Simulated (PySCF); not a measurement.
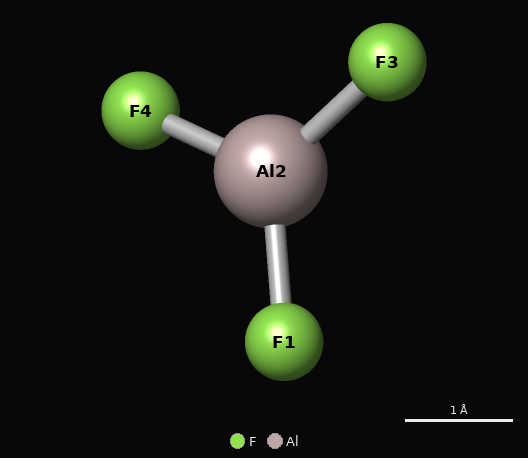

The atoms are numbered. The computed structure is the end point of a PBE0-D3(BJ)/def2-TZVP optimisation. No frequency run is at hand to confirm it as a minimum.

**Describe the coordination of atom 2.**

Al2 has 3 neighbours (F1 at 1.63, F3 at 1.63, F4 at 1.63 Å); the arrangement is trigonal planar.
